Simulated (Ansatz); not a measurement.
Ligand exchange: C4H9N + B(SiH3)3 → C3H9NSi + B(CH3)(SiH3)2

Gas-phase species: C4H9N `C=CN(C)C`, singlet; B(SiH3)3, singlet; C3H9NSi `C=CN(C)[SiH3]`, singlet; B(CH3)(SiH3)2, singlet. The partners trade CH3 for SiH3: N–CH3 and B–SiH3 bonds give way to N–SiH3 and B–CH3.

Shapes, held fixed at every level: PBE0-D4/def2-TZVP. Flexible molecules stand in one conformer, not always the lowest. Programs: Ansatz 0.2.0. The zero-point and thermal change to 298 K, harmonic and unscaled (PBE0-D4/def2-TZVP), is -3.1 kJ/mol.

```json
{"level": "SPW92/def2-TZVPP", "kind": "LDA", "ΔH(298 K) (kJ/mol)": "-106.8", "less CCSD(T)/CBS estimate": "+15.1", "CPU time (sum over the molecules)": "22 s"}
{"level": "PBE-D4/def2-TZVPP", "kind": "GGA", "ΔH(298 K) (kJ/mol)": "-106.3", "less CCSD(T)/CBS estimate": "+15.6", "CPU time (sum over the molecules)": "37 s"}
{"level": "r2SCAN-D4/def2-TZVPP", "kind": "meta-GGA", "ΔH(298 K) (kJ/mol)": "-116.9", "less CCSD(T)/CBS estimate": "+5.0", "CPU time (sum over the molecules)": "63 s"}
{"level": "BHLYP-D4/def2-TZVPP", "kind": "global hybrid", "ΔH(298 K) (kJ/mol)": "-124.5", "less CCSD(T)/CBS estimate": "-2.6", "CPU time (sum over the molecules)": "44 s"}
{"level": "wB97X-V/def2-TZVPP", "kind": "range-separated hybrid", "ΔH(298 K) (kJ/mol)": "-118.2", "less CCSD(T)/CBS estimate": "+3.7", "CPU time (sum over the molecules)": "1.9 min"}
{"level": "B2PLYP/def2-TZVPP", "kind": "double hybrid", "ΔH(298 K) (kJ/mol)": "-123.7", "less CCSD(T)/CBS estimate": "-1.8", "CPU time (sum over the molecules)": "83 s"}
{"level": "CCSD(T)/CBS estimate", "kind": "coupled cluster or CI", "ΔH(298 K) (kJ/mol)": "-121.9", "less CCSD(T)/CBS estimate": "0.0", "CPU time (sum over the molecules)": "–"}
```

The highest level, CCSD(T)/CBS estimate, gives ΔH(298 K) = -121.9 kJ/mol; the levels span -124.5 to -106.3. The column of differences is taken from that level and isn't an error. No measured value is set beside it here. The CBS estimate extrapolates MP2 from def2-TZVPP and def2-QZVPP and adds CCSD(T) − MP2 in the triple-zeta set, cores frozen. Times are processor times on shared x86 and Arm servers, and rough.

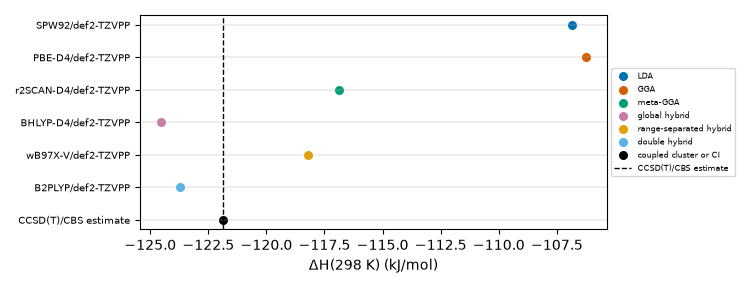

The values of the table, level by level.
